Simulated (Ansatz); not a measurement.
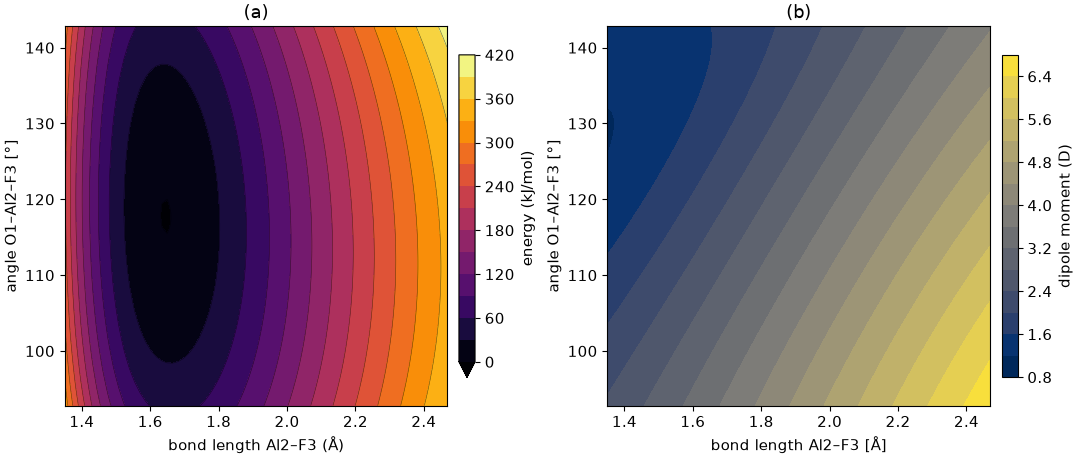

AlBrFHO, SMILES [OH][Al]([F])[Br]. 
- First axis: bond length Al2–F3. Second axis: angle O1–Al2–F3.
- Nothing is relaxed (all other coordinates rigid).
- The scan uses a 13 × 13 grid.
- Energies are in kJ/mol, from the lowest grid point.
- The reference is spin-restricted, which grows unreliable where a bond is stretched far.
- These are results of RKS CAM-B3LYP-D4/def2-SVP (Ansatz 0.2.0), not measurements.

Panel (a) is the energy and panel (b) the computed dipole moment on the same grid.

The picture shows filled contours. Between grid points the surface is interpolated.

Q: How does the dipole moment vary over the map, and what is it at the lowest grid point?

A: Leaving out the highest fifth of the energies, it runs from 1.18 D at bond length Al2–F3 = 1.350 Å, angle O1–Al2–F3 = 130.3° to 5.80 D at bond length Al2–F3 = 2.283 Å, angle O1–Al2–F3 = 96.9°. At the lowest grid point, bond length Al2–F3 = 1.630 Å, angle O1–Al2–F3 = 117.8°, it is 2.24 D.
